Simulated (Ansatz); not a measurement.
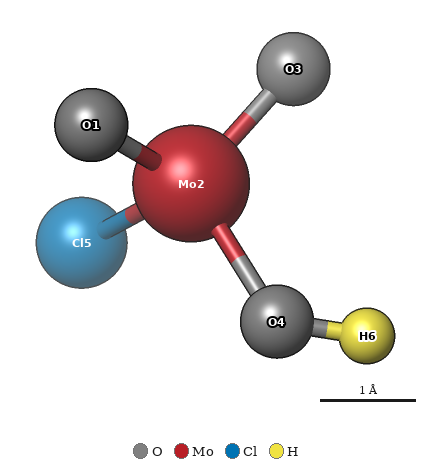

**Figure 1.** The starting structure (ball-and-stick view, seen at a tilt; atoms are numbered from 1 in the order of the input). Sticks mark near contacts. Bond lengths as drawn: Cl–Mo 2.25 Å, H–O 0.96 Å and Mo–O 1.67 to 1.86 Å.

## Molecular dynamics of MoHClO₃

MoHClO₃, computed with RKS PBE/def2-SVP (Ansatz 0.2.0).

The geometry comes from this level: PBE0-D4/def2-TZVP. Figures and captions count atoms from 1; the log counts them from 0 in places.

Input file
```yaml
crystal:
  periodic: [false, false, false]
  atoms:
    - {symbol: O, position_ang: [1.278837, -1.041280, 1.055464]}
    - {symbol: Mo, position_ang: [0.301851, -0.293822, -0.072322]}
    - {symbol: O, position_ang: [-0.647082, -1.464848, -0.789512]}
    - {symbol: O, position_ang: [-0.764708, 0.964392, 0.787420]}
    - {symbol: Cl, position_ang: [1.578013, 0.690367, -1.648794]}
    - {symbol: H, position_ang: [-1.704711, 1.081091, 0.621644]}
basis:
  gaussian: {orbitals: def2-SVP}
hamiltonian: {xc: {name: PBE}}
md: {timestep: 0.5 fs, n_steps: 20, ensemble: nvt_langevin, temperature: 1000, initial_velocities: maxwell_boltzmann, friction: 0.01, seed: 370}
```

Launch command:
```bash
ansatz run in.yaml --threads 4 --pin off --events-out ev --progress --plain --max-ram 10444MiB
```

The program's output
```
Functional definition: PBE
  name "PBE"
  cite "Perdew, Burke & Ernzerhof, Phys. Rev. Lett. 77, 3865 (1996) doi:10.1103/PhysRevLett.77.3865"
  parent pbe
  parameter kappa = 0.804
  parameter beta = 0.06672455060314922
  exchange = pbe_x(kappa = kappa, mu = beta*pi^2/3)
  correlation = pbe_c(beta = beta)
985 factors; their error is unknown
mean field evaluation 1: about -20503.3077 eV, gradient 1.0e2 eV
mean field evaluation 2: about -20183.1917 eV, gradient 3.4e2 eV
mean field evaluation 4: about -20518.6342 eV, gradient 4.3e1 eV
mean field evaluation 8: about -20522.1938 eV, gradient 2.9e0 eV
mean field evaluation 16: about -20522.1794 eV, gradient 3.5e-3 eV
mean field -20522.17943548 eV, -754.1761838210 hartree, gradient 5.5e-5 eV, S^2 0.000000; 0 other end points of the search recorded, 0 dependent functions left out
the calculation of the forces begins
reference -20522.17950475 eV, -754.1761863668 hartree; 28, 28 occupied and 68, 68 virtual orbitals, 985 factors
md step     0: t =     0.00 fs  T =   833.3 K  F+E_penalty+E_count = -20522.17943548 eV  E_kin = 0.646300 eV  (31 SCF iters)
these checks for a lower state are left out or cut short: starts, cluster_reference, orbital_swaps, neighbouring_geometries, increment
985 factors; their error is unknown
mean field -20522.18524993 eV, -754.1763974983 hartree, gradient 2.5e-5 eV, S^2 0.000000; 0 other end points of the search recorded, 0 dependent functions left out
[... from here on the field's lines of each further geometry are left out, up to the last ...]
md step     1: t =     0.50 fs  T =   812.7 K  F+E_penalty+E_count = -20522.18524993 eV  E_kin = 0.630328 eV  (34 SCF iters)
md step     2: t =     1.00 fs  T =   845.3 K  F+E_penalty+E_count = -20522.18875133 eV  E_kin = 0.655577 eV  (33 SCF iters)
md step     3: t =     1.50 fs  T =   919.6 K  F+E_penalty+E_count = -20522.18975220 eV  E_kin = 0.713229 eV  (33 SCF iters)
md step     4: t =     2.00 fs  T =   801.8 K  F+E_penalty+E_count = -20522.18684260 eV  E_kin = 0.621826 eV  (34 SCF iters)
md step     5: t =     2.50 fs  T =   836.4 K  F+E_penalty+E_count = -20522.17794625 eV  E_kin = 0.648652 eV  (34 SCF iters)
md step     6: t =     3.00 fs  T =   823.8 K  F+E_penalty+E_count = -20522.16339354 eV  E_kin = 0.638881 eV  (34 SCF iters)
md step     7: t =     3.50 fs  T =   762.5 K  F+E_penalty+E_count = -20522.14328537 eV  E_kin = 0.591343 eV  (35 SCF iters)
md step     8: t =     4.00 fs  T =   799.0 K  F+E_penalty+E_count = -20522.11833478 eV  E_kin = 0.619655 eV  (35 SCF iters)
md step     9: t =     4.50 fs  T =   779.4 K  F+E_penalty+E_count = -20522.09070875 eV  E_kin = 0.604490 eV  (34 SCF iters)
md step    10: t =     5.00 fs  T =   836.3 K  F+E_penalty+E_count = -20522.06363529 eV  E_kin = 0.648583 eV  (35 SCF iters)
md step    11: t =     5.50 fs  T =   793.6 K  F+E_penalty+E_count = -20522.04084080 eV  E_kin = 0.615449 eV  (35 SCF iters)
md step    12: t =     6.00 fs  T =   764.5 K  F+E_penalty+E_count = -20522.02214850 eV  E_kin = 0.592935 eV  (35 SCF iters)
md step    13: t =     6.50 fs  T =   702.2 K  F+E_penalty+E_count = -20522.00496274 eV  E_kin = 0.544570 eV  (35 SCF iters)
md step    14: t =     7.00 fs  T =   629.7 K  F+E_penalty+E_count = -20521.98755128 eV  E_kin = 0.488404 eV  (36 SCF iters)
md step    15: t =     7.50 fs  T =   639.0 K  F+E_penalty+E_count = -20521.96890148 eV  E_kin = 0.495556 eV  (36 SCF iters)
md step    16: t =     8.00 fs  T =   595.7 K  F+E_penalty+E_count = -20521.94864465 eV  E_kin = 0.461966 eV  (36 SCF iters)
md step    17: t =     8.50 fs  T =   563.4 K  F+E_penalty+E_count = -20521.92834880 eV  E_kin = 0.436963 eV  (33 SCF iters)
md step    18: t =     9.00 fs  T =   549.5 K  F+E_penalty+E_count = -20521.91074377 eV  E_kin = 0.426139 eV  (36 SCF iters)
md step    19: t =     9.50 fs  T =   547.5 K  F+E_penalty+E_count = -20521.89836276 eV  E_kin = 0.424639 eV  (35 SCF iters)
the calculation of the forces begins
reference -20521.88947392 eV, -754.1655279301 hartree; 28, 28 occupied and 68, 68 virtual orbitals, 985 factors
985 factors; their error is unknown
mean field evaluation 192: about -20520.9449 eV, gradient 2.2e1 eV
mean field -20521.88940437 eV, -754.1655253743 hartree, gradient 1.8e-5 eV, S^2 0.000000; 1 other end points of the search recorded, 0 dependent functions left out
the calculation of the forces begins
reference -20521.88947392 eV, -754.1655279301 hartree; 28, 28 occupied and 68, 68 virtual orbitals, 985 factors
md step    20: t =    10.00 fs  T =   560.7 K  F+E_penalty+E_count = -20521.88940437 eV  E_kin = 0.434883 eV  (33 SCF iters)
```

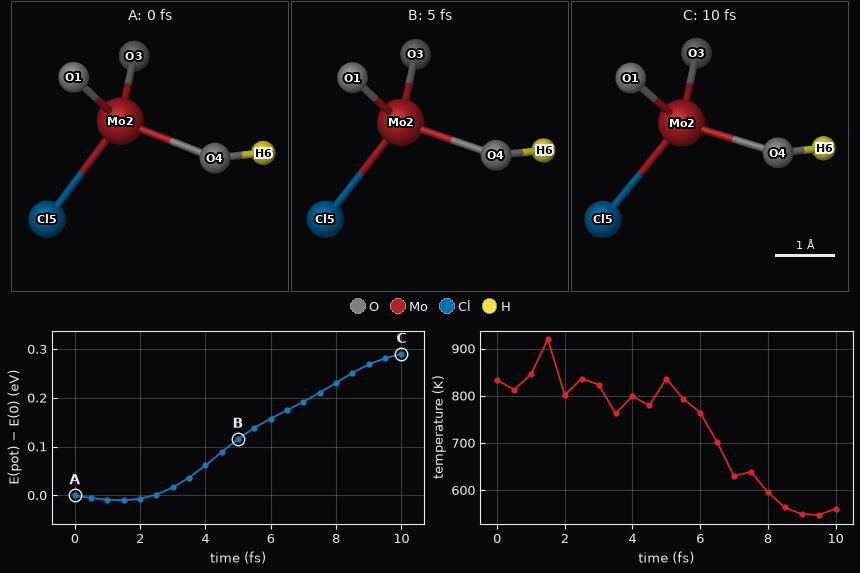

**Figure 2.** Frames of the molecular dynamics (ball-and-stick, seen at a tilt) above the curves, on which the letters mark them. The trajectory kept here has 21 frames over 10 fs. The temperature starts at 833 K, ranges from 548 to 920 K and averages 653 K over the second half. The potential energy ends 0.290 eV above its first value. After an unweighted best fit of the last frame on the first, the root-mean-square displacement is 0.07 Å.

```
Total energy: -20521.88947392 eV, -754.1655279301 hartree
Atom 0 at     1.304787    -1.035252     1.044440 Å, force     0.315439    -0.105211     0.701450 eV/Å
Atom 1 at     0.293539    -0.259970    -0.041880 Å, force    -1.812401    -3.749400    -3.425281 eV/Å
Atom 2 at    -0.724471    -1.538348    -0.813356 Å, force     2.347147     3.029502     1.779234 eV/Å
Atom 3 at    -0.853524     0.904696     0.796285 Å, force     0.066019     0.704514     0.700673 eV/Å
Atom 4 at     1.638110     0.624237    -1.697743 Å, force    -0.316345     0.014284     0.345618 eV/Å
Atom 5 at    -1.777203     0.992978     0.527287 Å, force    -0.599859     0.106310    -0.101695 eV/Å
Dipole moment:    -0.408178     0.504736     0.068490 e Å
```

Trajectory as extended XYZ (Å, eV, eV/Å), 21 frames, from step=0 to step=20
```
6
Properties=species:S:1:pos:R:3:forces:R:3 step=0 time_fs=0.0 energy=-20522.17943 temperature=833.3
O     1.2788   -1.0413    1.0555    0.8254  -0.6706   0.9868
Mo    0.3019   -0.2938   -0.0723    0.0368   1.0837  -0.2859
O    -0.6471   -1.4648   -0.7895   -0.8157  -1.0260  -0.5915
O    -0.7647    0.9644    0.7874    0.3913   0.2569   0.3990
Cl    1.5780    0.6904   -1.6488    0.3162   0.2361  -0.3928
H    -1.7047    1.0811    0.6216   -0.7540   0.1199  -0.1156
6
Properties=species:S:1:pos:R:3:forces:R:3 step=1 time_fs=0.5 energy=-20522.18525 temperature=812.7
O     1.2791   -1.0401    1.0545    0.8670  -0.6852   1.0456
Mo    0.3027   -0.2915   -0.0706   -0.2011   0.7218  -0.6037
O    -0.6513   -1.4680   -0.7910   -0.5618  -0.7088  -0.4027
O    -0.7692    0.9597    0.7863    0.3783   0.3132   0.4491
Cl    1.5800    0.6872   -1.6515    0.2980   0.2320  -0.3659
H    -1.7073    1.0728    0.6094   -0.7803   0.1271  -0.1224
6
Properties=species:S:1:pos:R:3:forces:R:3 step=2 time_fs=1.0 energy=-20522.18875 temperature=845.3
O     1.2797   -1.0389    1.0538    0.9018  -0.6954   1.0967
Mo    0.3036   -0.2893   -0.0687   -0.4487   0.3463  -0.9204
O    -0.6557   -1.4717   -0.7930   -0.2955  -0.3760  -0.2029
O    -0.7734    0.9556    0.7853    0.2897   0.3724   0.4805
Cl    1.5820    0.6839   -1.6541    0.2804   0.2283  -0.3392
H    -1.7108    1.0639    0.5965   -0.7277   0.1244  -0.1148
6
Properties=species:S:1:pos:R:3:forces:R:3 step=3 time_fs=1.5 energy=-20522.18975 temperature=919.6
O     1.2806   -1.0374    1.0533    0.9270  -0.6994   1.1369
Mo    0.3043   -0.2872   -0.0668   -0.7000  -0.0392  -1.2341
O    -0.6606   -1.4761   -0.7956   -0.0184  -0.0297   0.0070
O    -0.7774    0.9520    0.7848    0.0809   0.4378   0.4800
Cl    1.5840    0.6804   -1.6568    0.2599   0.2230  -0.3093
H    -1.7162    1.0555    0.5820   -0.5494   0.1075  -0.0805
6
Properties=species:S:1:pos:R:3:forces:R:3 step=4 time_fs=2.0 energy=-20522.18684 temperature=801.8
O     1.2816   -1.0361    1.0529    0.9421  -0.6956   1.1649
Mo    0.3048   -0.2851   -0.0649   -0.9297  -0.4069  -1.5172
O    -0.6652   -1.4808   -0.7982    0.2412   0.2967   0.2034
O    -0.7813    0.9483    0.7850   -0.2876   0.5159   0.4340
Cl    1.5860    0.6768   -1.6593    0.2387   0.2181  -0.2797
H    -1.7248    1.0485    0.5681   -0.2046   0.0718  -0.0053
6
Properties=species:S:1:pos:R:3:forces:R:3 step=5 time_fs=2.5 energy=-20522.17795 temperature=836.4
O     1.2825   -1.0351    1.0524    0.9474  -0.6837   1.1805
Mo    0.3051   -0.2831   -0.0633   -1.1331  -0.7488  -1.7636
O    -0.6696   -1.4856   -0.8005    0.4781   0.5979   0.3821
O    -0.7854    0.9448    0.7858   -0.6466   0.5834   0.3732
Cl    1.5881    0.6733   -1.6619    0.2167   0.2129  -0.2503
H    -1.7337    1.0417    0.5551    0.1374   0.0383   0.0781
6
Properties=species:S:1:pos:R:3:forces:R:3 step=6 time_fs=3.0 energy=-20522.16339 temperature=823.8
O     1.2832   -1.0345    1.0520    0.9479  -0.6669   1.1896
Mo    0.3054   -0.2811   -0.0617   -1.3292  -1.0810  -1.9950
O    -0.6742   -1.4908   -0.8026    0.7091   0.8935   0.5552
O    -0.7896    0.9415    0.7867   -0.9089   0.6316   0.3218
Cl    1.5904    0.6697   -1.6646    0.1926   0.2059  -0.2185
H    -1.7413    1.0348    0.5438    0.3885   0.0169   0.1469
6
Properties=species:S:1:pos:R:3:forces:R:3 step=7 time_fs=3.5 energy=-20522.14328 temperature=762.5
O     1.2838   -1.0340    1.0513    0.9526  -0.6540   1.2045
Mo    0.3055   -0.2791   -0.0600   -1.5044  -1.3965  -2.2305
O    -0.6786   -1.4960   -0.8047    0.9242   1.1709   0.7171
O    -0.7933    0.9381    0.7873   -1.1560   0.6852   0.2801
Cl    1.5929    0.6663   -1.6674    0.1659   0.1971  -0.1836
H    -1.7486    1.0291    0.5352    0.6177  -0.0026   0.2124
6
Properties=species:S:1:pos:R:3:forces:R:3 step=8 time_fs=4.0 energy=-20522.11833 temperature=799.0
O     1.2846   -1.0337    1.0504    0.9546  -0.6404   1.2190
Mo    0.3055   -0.2771   -0.0583   -1.6566  -1.7014  -2.4610
O    -0.6828   -1.5011   -0.8069    1.1237   1.4297   0.8683
O    -0.7972    0.9344    0.7876   -1.3927   0.7472   0.2481
Cl    1.5954    0.6629   -1.6699    0.1389   0.1890  -0.1491
H    -1.7561    1.0254    0.5281    0.8321  -0.0241   0.2747
6
Properties=species:S:1:pos:R:3:forces:R:3 step=9 time_fs=4.5 energy=-20522.09071 temperature=779.4
O     1.2857   -1.0339    1.0494    0.9428  -0.6171   1.2196
Mo    0.3053   -0.2752   -0.0565   -1.7875  -2.0015  -2.6666
O    -0.6870   -1.5063   -0.8091    1.3127   1.6767   1.0117
O    -0.8013    0.9307    0.7879   -1.5711   0.8020   0.2278
Cl    1.5981    0.6592   -1.6721    0.1121   0.1817  -0.1162
H    -1.7626    1.0225    0.5220    0.9910  -0.0417   0.3236
6
Properties=species:S:1:pos:R:3:forces:R:3 step=10 time_fs=5.0 energy=-20522.06363 temperature=836.3
O     1.2874   -1.0344    1.0485    0.9086  -0.5767   1.1962
Mo    0.3049   -0.2734   -0.0548   -1.8698  -2.2919  -2.8336
O    -0.6908   -1.5116   -0.8107    1.4802   1.9018   1.1391
O    -0.8054    0.9271    0.7883   -1.6810   0.8470   0.2214
Cl    1.6012    0.6553   -1.6744    0.0806   0.1720  -0.0795
H    -1.7676    1.0196    0.5166    1.0814  -0.0522   0.3563
6
Properties=species:S:1:pos:R:3:forces:R:3 step=11 time_fs=5.5 energy=-20522.04084 temperature=793.6
O     1.2889   -1.0353    1.0478    0.8618  -0.5273   1.1596
Mo    0.3043   -0.2716   -0.0530   -1.9202  -2.5436  -2.9619
O    -0.6939   -1.5166   -0.8117    1.6212   2.0967   1.2462
O    -0.8101    0.9240    0.7889   -1.6793   0.8693   0.2357
Cl    1.6048    0.6514   -1.6767    0.0442   0.1592  -0.0381
H    -1.7713    1.0175    0.5144    1.0722  -0.0542   0.3586
6
Properties=species:S:1:pos:R:3:forces:R:3 step=12 time_fs=6.0 energy=-20522.02215 temperature=764.5
O     1.2904   -1.0362    1.0470    0.8158  -0.4809   1.1252
Mo    0.3035   -0.2699   -0.0513   -1.9625  -2.7613  -3.0759
O    -0.6969   -1.5213   -0.8126    1.7467   2.2717   1.3431
O    -0.8152    0.9214    0.7893   -1.5178   0.8642   0.2878
Cl    1.6085    0.6475   -1.6790    0.0072   0.1456   0.0039
H    -1.7721    1.0151    0.5147    0.9106  -0.0394   0.3160
6
Properties=species:S:1:pos:R:3:forces:R:3 step=13 time_fs=6.5 energy=-20522.00496 temperature=702.2
O     1.2921   -1.0369    1.0462    0.7677  -0.4358   1.0887
Mo    0.3027   -0.2684   -0.0496   -1.9906  -2.9633  -3.1804
O    -0.7002   -1.5255   -0.8134    1.8639   2.4327   1.4334
O    -0.8203    0.9189    0.7895   -1.1786   0.8378   0.3896
Cl    1.6120    0.6437   -1.6812   -0.0298   0.1316   0.0454
H    -1.7690    1.0115    0.5167    0.5675  -0.0029   0.2233
6
Properties=species:S:1:pos:R:3:forces:R:3 step=14 time_fs=7.0 energy=-20521.98755 temperature=629.7
O     1.2939   -1.0374    1.0454    0.7166  -0.3925   1.0489
Mo    0.3017   -0.2671   -0.0481   -1.9993  -3.1262  -3.2613
O    -0.7036   -1.5292   -0.8136    1.9622   2.5657   1.5077
O    -0.8250    0.9168    0.7899   -0.7662   0.7969   0.5056
Cl    1.6157    0.6402   -1.6833   -0.0695   0.1154   0.0882
H    -1.7649    1.0075    0.5201    0.1563   0.0407   0.1109
6
Properties=species:S:1:pos:R:3:forces:R:3 step=15 time_fs=7.5 energy=-20521.96890 temperature=639.0
O     1.2955   -1.0375    1.0447    0.6662  -0.3525   1.0099
Mo    0.3005   -0.2660   -0.0468   -1.9990  -3.2529  -3.3258
O    -0.7070   -1.5321   -0.8134    2.0446   2.6744   1.5686
O    -0.8300    0.9150    0.7905   -0.4146   0.7573   0.5981
Cl    1.6196    0.6370   -1.6855   -0.1111   0.0978   0.1324
H    -1.7631    1.0033    0.5236   -0.1861   0.0758   0.0168
6
Properties=species:S:1:pos:R:3:forces:R:3 step=16 time_fs=8.0 energy=-20521.94865 temperature=595.7
O     1.2971   -1.0374    1.0444    0.6146  -0.3140   0.9691
Mo    0.2993   -0.2650   -0.0455   -1.9924  -3.3664  -3.3847
O    -0.7105   -1.5345   -0.8134    2.1219   2.7707   1.6245
O    -0.8350    0.9127    0.7911   -0.1249   0.7272   0.6739
Cl    1.6236    0.6341   -1.6877   -0.1531   0.0798   0.1773
H    -1.7629    0.9990    0.5265   -0.4661   0.1028  -0.0601
6
Properties=species:S:1:pos:R:3:forces:R:3 step=17 time_fs=8.5 energy=-20521.92835 temperature=563.4
O     1.2988   -1.0370    1.0444    0.5535  -0.2713   0.9168
Mo    0.2982   -0.2639   -0.0444   -1.9703  -3.4731  -3.4271
O    -0.7141   -1.5363   -0.8136    2.1933   2.8544   1.6752
O    -0.8399    0.9103    0.7919    0.1324   0.7029   0.7413
Cl    1.6275    0.6315   -1.6902   -0.1954   0.0617   0.2224
H    -1.7631    0.9962    0.5289   -0.7136   0.1254  -0.1286
6
Properties=species:S:1:pos:R:3:forces:R:3 step=18 time_fs=9.0 energy=-20521.91074 temperature=549.5
O     1.3006   -1.0364    1.0446    0.4765  -0.2168   0.8466
Mo    0.2968   -0.2626   -0.0436   -1.9279  -3.5833  -3.4408
O    -0.7178   -1.5375   -0.8139    2.2571   2.9280   1.7190
O    -0.8446    0.9079    0.7930    0.2526   0.6928   0.7709
Cl    1.6312    0.6291   -1.6926   -0.2357   0.0453   0.2644
H    -1.7654    0.9948    0.5297   -0.8227   0.1341  -0.1599
6
Properties=species:S:1:pos:R:3:forces:R:3 step=19 time_fs=9.5 energy=-20521.89836 temperature=547.5
O     1.3026   -1.0359    1.0446    0.3927  -0.1575   0.7696
Mo    0.2952   -0.2612   -0.0428   -1.8688  -3.6816  -3.4335
O    -0.7213   -1.5382   -0.8137    2.3075   2.9863   1.7526
O    -0.8491    0.9061    0.7945    0.2027   0.6971   0.7510
Cl    1.6346    0.6267   -1.6951   -0.2754   0.0302   0.3042
H    -1.7704    0.9936    0.5286   -0.7587   0.1255  -0.1439
6
Properties=species:S:1:pos:R:3:forces:R:3 step=20 time_fs=10.0 energy=-20521.88940 temperature=560.7
O     1.3048   -1.0353    1.0444    0.3154  -0.1052   0.7015
Mo    0.2935   -0.2600   -0.0419   -1.8124  -3.7494  -3.4253
O    -0.7245   -1.5383   -0.8134    2.3471   3.0295   1.7792
O    -0.8535    0.9047    0.7963    0.0660   0.7045   0.7007
Cl    1.6381    0.6242   -1.6977   -0.3163   0.0143   0.3456
H    -1.7772    0.9930    0.5273   -0.5999   0.1063  -0.1017
```

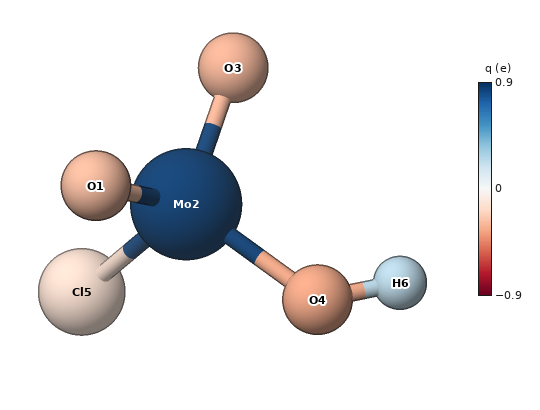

**Figure 3.** Mulliken charges, as the colour of each atom (ball-and-stick view, seen at a tilt; atoms are numbered from 1 in the order of the input). By element: O −0.35 to −0.27, Mo +0.86, Cl −0.16 and H +0.24 e.

Results in brief

```json
{"quantity": "outcome", "value": "finished"}
{"quantity": "mean temperature over the second half", "value": "653 K"}
{"quantity": "trajectory", "value": "20 steps, 10 fs"}
{"quantity": "ensemble", "value": "nvt_langevin"}
{"quantity": "temperature in the input", "value": "1000 K"}
{"quantity": "time step", "value": "0.5 fs"}
{"quantity": "potential energy (last step)", "value": "−20521.8895 eV"}
{"quantity": "SCF solution under orbital rotations (last step)", "value": "stable"}
{"quantity": "largest force (length of the vector) (last step)", "value": "5.392 eV/Å"}
{"quantity": "dipole moment (last step)", "value": "3.14 D"}
{"quantity": "hardware", "value": "4 threads of Arm Neoverse V1, 23 GiB of memory available, shared host"}
{"quantity": "wall time", "value": "22 s (CPU time 80 s)"}
{"quantity": "peak memory", "value": "0.15 GiB"}
```

Notes

So short a trajectory is not equilibrated. The logged temperature at the start can lie below the typed one, since it is counted over all degrees of freedom. The temperature stays far from the 1000 K of the thermostat over the second half: the run isn't equilibrated.
